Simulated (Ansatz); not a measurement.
# BH3 (charge -1): ladder of basis sets in Python

How does the energy of BH3 (charge -1) converge with the basis? Aim: a ladder of basis sets, for BH3 (charge -1), run from a script. SMILES: [BH3-].

Computed with Ansatz 0.2.0 through its Python package. The levels of theory stand in the script.

**1. Starting point**

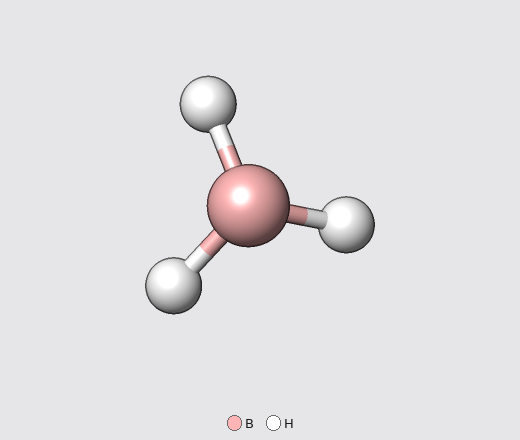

The structure that the script starts from, seen from a chosen angle (boron pink, hydrogen white).

No structure file is read: the coordinates are typed or built in the script.

**2. The code**

bh3.py

```python
"""How the energy of BH3(-) converges with the basis."""

import ansatz as az

geometry_ang = [
    ("B", [0.0005, -0.0021, 0.2978]),
    ("H", [1.0688, -0.3434, -0.1037]),
    ("H", [-0.2366, 1.0985, -0.0909]),
    ("H", [-0.8327, -0.7529, -0.1032]),
]
system = az.Crystal.molecule()
for symbol, xyz in geometry_ang:
    system = system.atom(symbol, xyz)

setup = (
    system.calculation()
    .functional("hf")
    .charge(-1)
    .spin("collinear", total=1)
)

energies = {}
for basis in ["aug-cc-pVDZ", "aug-cc-pVTZ"]:
    summary = setup.basis(gaussian=basis).run(threads=1).report
    size = summary["n_frozen"] + summary["n_occupied"][0] + summary["n_virtual"][0]
    energies[basis] = (summary["reference_energy_ev"] / 27.211386246, summary["free_energy_ev"] / 27.211386246)
    print(f"{basis:14s} {size:4d} orbitals  reference {energies[basis][0]:14.6f} Ha  total {energies[basis][1]:14.6f} Ha")

last = energies["aug-cc-pVTZ"][1]
for basis, (_, total) in energies.items():
    print(f"{basis:14s} lies {27.211386 * (total - last):9.4f} eV above aug-cc-pVTZ")
```

**3. What the engine is handed**

The package turns the script's settings into the engine's input (first run):

```yaml
crystal:
  periodic: [false, false, false]
  atoms:
    - { symbol: B, position_ang: [0.0005, -0.0021, 0.2978] }
    - { symbol: H, position_ang: [1.0688, -0.3434, -0.1037] }
    - { symbol: H, position_ang: [-0.2366, 1.0985, -0.0909] }
    - { symbol: H, position_ang: [-0.8327, -0.7529, -0.1032] }
basis:
  gaussian:
    orbitals: aug-cc-pVDZ
hamiltonian:
  xc: hf
magnetization:
  spin_polarized: true
  initial_magnetization: 1.0
total_charge: -1.0
```

**4. Launch**

The run is started by

```sh
python bh3.py
```

The program printed:

```text
aug-cc-pVDZ      50 orbitals  reference     -26.351175 Ha  total     -26.351175 Ha
aug-cc-pVTZ     115 orbitals  reference     -26.360479 Ha  total     -26.360479 Ha
aug-cc-pVDZ    lies    0.2532 eV above aug-cc-pVTZ
aug-cc-pVTZ    lies    0.0000 eV above aug-cc-pVTZ
```

Run time: 1.4 s. Hardware: 1 thread of Arm Neoverse V1, shared host; peak memory 0.17 GiB.

**5. Inputs of later runs**

The engine's inputs for the other runs:

Run 2, against run 1:

```diff
@@ -10 +10 @@
-    orbitals: aug-cc-pVDZ
+    orbitals: aug-cc-pVTZ
```

**6. What each run gave**

The 2 runs, in the order started:

```
run        basis  energy (eV)  <S²>  SCF cycles  CPU time (s)
  1  aug-cc-pVDZ    -717.0520  0.76          75          0.19
  2  aug-cc-pVTZ    -717.3052  0.76          68          0.76
```

**7. What came out**

| quantity | value |
| --- | --- |
| runs compared | 2 |

In words: Against aug-cc-pVDZ: aug-cc-pVTZ -9.3 mHa. The last step alone is -9.30 mHa. Caveats:
- The drop along the ladder measures the basis error, and is no property of the molecule.
- The geometry is a force-field or estimated start, not a minimum of this method, and the last set is no limit. Much of the fall in a total is atomic energy, which cancels in bond and reaction energies.
- The species is open-shell (spin multiplicity 2).
